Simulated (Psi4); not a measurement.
Approach curve of the dimer HCl ··· Na+ (SMILES Cl and [Na+]) (charge +1). Monomers: optimised at B3LYP-D3(BJ) (def2-TZVP), held rigid. Orientation: lowest of the rigid-body minima from ten starts at GFN2-xTB (searched outside a hard wall at short contacts). Only R, the distance of the centres of mass, is varied, so the lowest point isn't the relaxed dimer. The shortest distances reach bonding range, where SAPT0 and rigid monomers are unreliable.

Calculation: SAPT0/jun-cc-pVDZ, all electrons correlated (Psi4 1.11).

Components in kcal/mol:

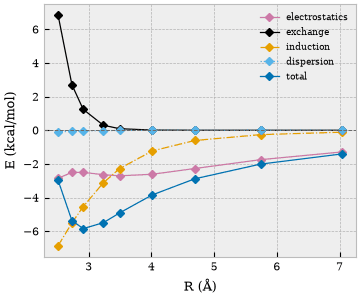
Figure: Components of the interaction energy.

```
R / Å  electrostatics  exchange  induction  dispersion  total
-----  --------------  --------  ---------  ----------  -----
2.51            -2.86      6.83      -6.86       -0.09  -2.98
2.73            -2.51      2.70      -5.51       -0.06  -5.37
2.91            -2.50      1.24      -4.54       -0.04  -5.85
3.23            -2.65      0.30      -3.13       -0.02  -5.50
3.49            -2.71      0.09      -2.28       -0.01  -4.92
4.01            -2.62      0.01      -1.23       -0.01  -3.85
4.69            -2.28      0.00      -0.61        0.00  -2.89
5.74            -1.75      0.00      -0.26        0.00  -2.01
7.04            -1.29      0.00      -0.12        0.00  -1.41
```
